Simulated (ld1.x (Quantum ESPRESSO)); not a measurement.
Pseudopotential generation: Te (part 2 of 2)

The same run, continued: tellurium (Te, Z = 52), core [Kr] 4d10, reference valence 5s1.5 5p4.5, valence charge 6. Method: ultrasoft potential, LDA (PZ), fully relativistic, made with ld1.x (Quantum ESPRESSO) 7.5.

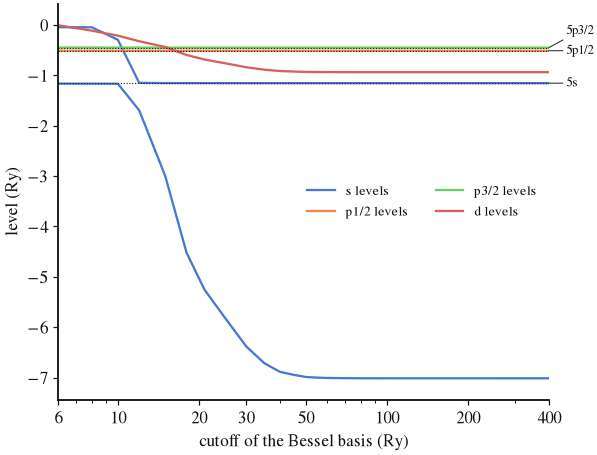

**Figure 2.** The pseudo-atom Hamiltonian at the reference potential is diagonalised in spherical Bessel functions (20 bohr box) up to the cutoff. Curves: the lowest levels of each channel that holds a bound state. Dotted lines: the all-electron valence levels.

- Ghost states: below the valence levels: s at -95.4 eV, d at -12.8 eV. A ghost is a state of the pseudo-atom that lies below a valence level of its channel, or is bound in a channel without one, and matches no all-electron valence level; bound levels above the valence ones can be real empty states. In Ry: s -7.01, d -0.94.
- All-electron valence levels: 5s: -1.16 Ry; 5p1/2: -0.51 Ry; 5p3/2: -0.45 Ry.
- Onset of the ghost: the lowest s curve lies clearly below the lowest valence level of its channel from about 12 Ry on and ends at -7.01 Ry.

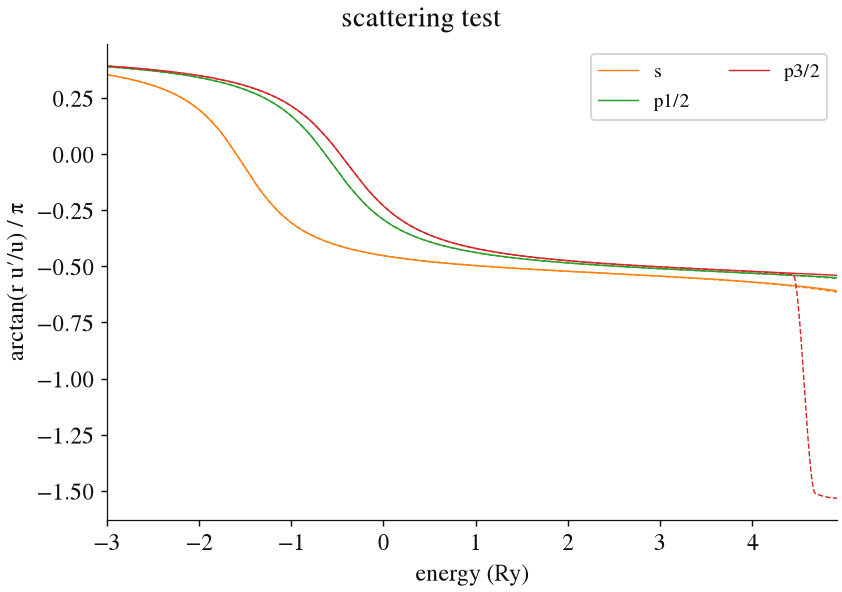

**Figure 3.** Unwrapped phase arctan(r u′/u) in units of π against energy, all-electron (solid) and pseudo (dashed); the pseudo phase is matched to the all-electron one at the reference energy. Here u = r R(r). A near-vertical step is a level narrower than the spacing of the points behind the curves.

- Range over which the phases agree within 0.05 rad: s: over the whole range drawn; p1/2: over the whole range drawn; p3/2: up to about 4.5 Ry.
- First channel to depart above its reference energy: the p3/2 channel: its phase error passes 0.05 rad 5.0 Ry above its reference energy, while s stays within 0.05 rad to the top of the range. The potential isn't sound: its ghost test gives ghost states below the valence levels: s at -95.4 eV, d at -12.8 eV.

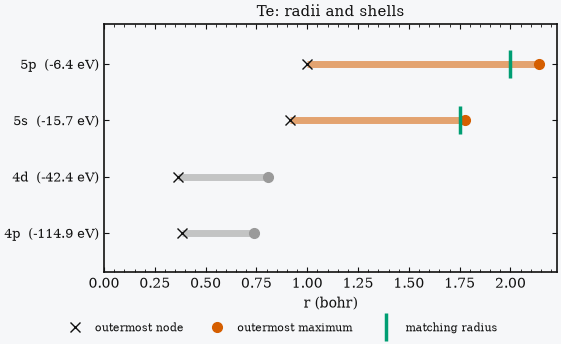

**Figure 4.** Outer shells of the all-electron reference atom: each bar runs from the outermost node (or the nucleus) to the outermost maximum of u(r); the tick is the radius chosen for the pseudo-wave. Shells without a tick have no pseudo-wave of their own. Levels, nodes and maxima are from ld1.x, scalar-relativistic.

- Radii against the shells: 5s: 1.75 bohr, between node and maximum; 5p: 2.00 bohr, between node and maximum.

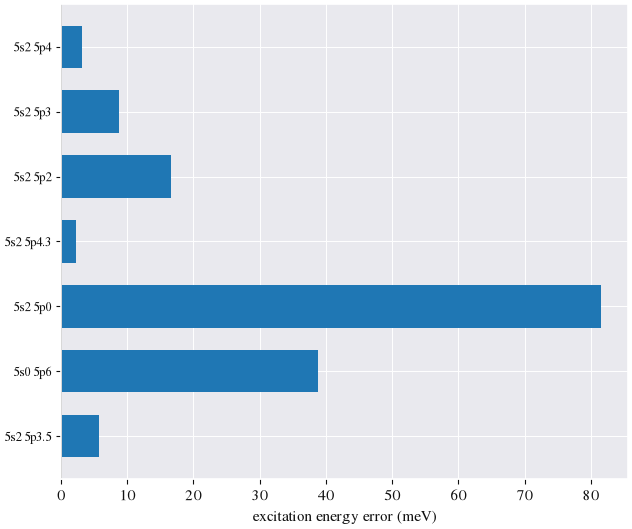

**Figure 5.** Errors, all-electron minus pseudo, of the energies of valence configurations relative to the unpolarised reference 5s1.5 5p4.5.

- Worst configuration: 5s2 5p0 (charge +4): the error is +82 meV on an all-electron energy of +87.71 eV relative to the reference, or 0.093 %.
- Configurations within 10 meV and within 50 meV: 4 and 6 of 7.

**The input**
```
 &input
   title='Te', zed=52., rel=2, dft='PZ', iswitch=3,
   config='[Kr] 4d10 5s1.5 5p4.5', rel_dist='average',
   nld=3, rlderiv=2.20, eminld=-3.0, emaxld=5.0, deld=0.02
 /
 &inputp
   pseudotype=3, tm=.true., lloc=-1, rcloc=1.45,
   nlcc=.false.,
   which_augfun='PSQ', rmatch_augfun_nc=.true.,
   file_pseudopw='Te.UPF', file_wfcaegen='ae.wfc', file_wfcncgen='nc.wfc', file_beta='beta', file_chi='chi', file_wfcusgen='us.wfc'
 /
4
5S  1  0   1.50   0.00  1.65  1.75  0.0
5S  1  0   0.00  -0.75  1.65  1.75  0.0
5P  2  1   4.50   0.00  1.90  2.00  0.0
5P  2  1   0.00   2.85  1.90  2.00  0.0
 &test
   configts(1)='5s1.5 5p4.5'
 /
```

**Input of the test run**
```
 &input
   title='Te', zed=52., rel=2, dft='PZ', iswitch=2,
   config='[Kr] 4d10 5s1.5 5p4.5', rel_dist='average'
 /
 &test
   file_pseudo='Te.UPF', nconf=8,
   configts(1)='5s1.5 5p4.5',
   configts(2)='5s2 5p4',
   configts(3)='5s2 5p3',
   configts(4)='5s2 5p2',
   configts(5)='5s2 5p4.3',
   configts(6)='5s2 5p0',
   configts(7)='5s0 5p6',
   configts(8)='5s2 5p3.5'
 /
```

Run as:
```bash
ld1.x < Te.in > Te.out
```

**Summary**

- outcome: generated, with a ghost state
- cutoffs needed: 15 Ry and 25 Ry (the cutoffs, on a coarse ladder, from which the occupation-weighted sum of valence levels, in a spherical-Bessel basis at the reference potential, stays within 10 and 1 mRy of its value at 400 Ry); ghost states and empty shells don't enter this sum
- ghost test: ghost states below the valence levels: s at -95.4 eV, d at -12.8 eV (spherical-Bessel basis up to 400 Ry, 20 bohr box)
- largest excitation error: +82 meV (all-electron minus pseudo) for 5s2 5p0, out of 7 test configurations
- lowest eigenvalue of the overlap operator S in a Bessel basis (separate test): 0.47 (p1/2 channel)
- density cutoff estimated by the generator: 81 Ry
- range over which the phases arctan(r u′/u) at the test radius agree within 0.05 rad (a looser test near the poles than one of phase shifts): s: over the whole range computed; p1/2: over the whole range computed; p3/2: up to about 4.5 Ry
- hardware: 1 CPU thread, shared host
- wall time: 1.6 s

**Notes**

The potential has a bound ghost state, so it can't be used as it stands.
